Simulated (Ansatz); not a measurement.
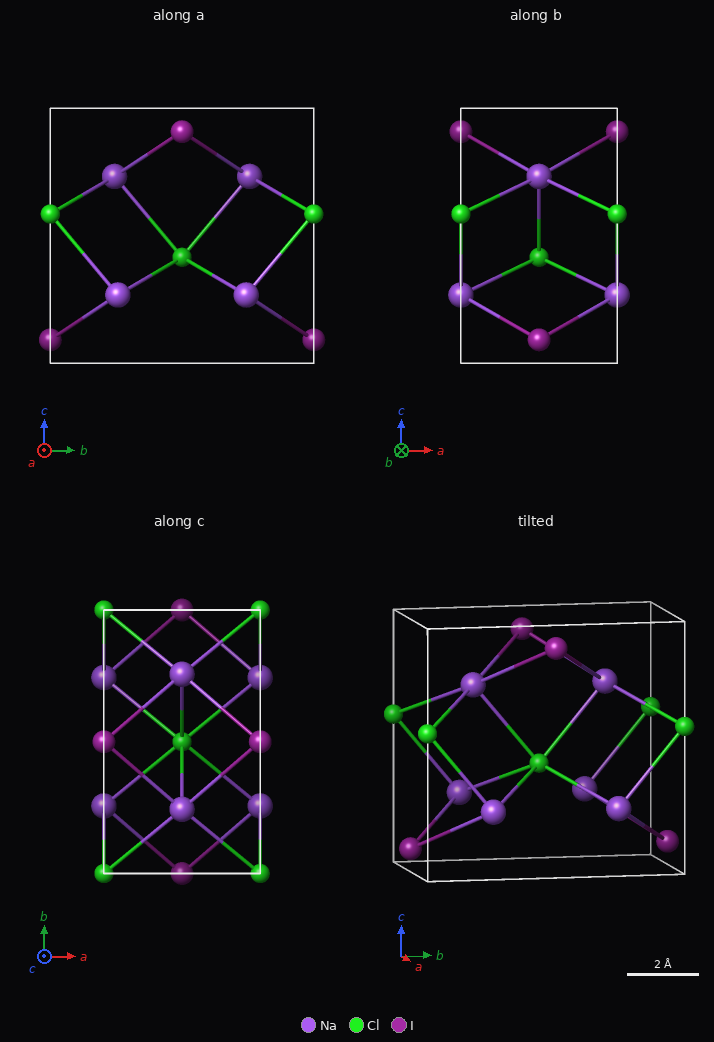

This ball-and-stick model is shown along the a axis, along the b axis, along the c axis and slightly off an axis. The wireframe shows the unit cell.

Lattice parameters: a = 4.430 Å, b = 7.470 Å, c = 7.224 Å, α = 90.00°, β = 90.00°, γ = 90.00°. Put a along x and b in the xy plane.

Q: Convert the drawing into a POSCAR file, with free fractional coordinates to two decimals.

A:
```
Na Cl I
1.0
     4.430    0.000    0.000
     0.000    7.470    0.000
     0.000    0.000    7.224
Na Cl I
4 2 2
Direct
  0.50 0.24 0.73
  0.50 0.76 0.73
  0.00 0.26 0.27
  0.00 0.74 0.27
  0.50 0.50 0.42
  0.00 0.00 0.59
  0.50 0.00 0.09
  0.00 0.50 0.91
```

The picture shows a generated cell, made by putting these elements into a known structure type (the compound may or may not exist in this form); the geometry isn't optimised. An electronic-structure calculation with Ansatz was run on it.
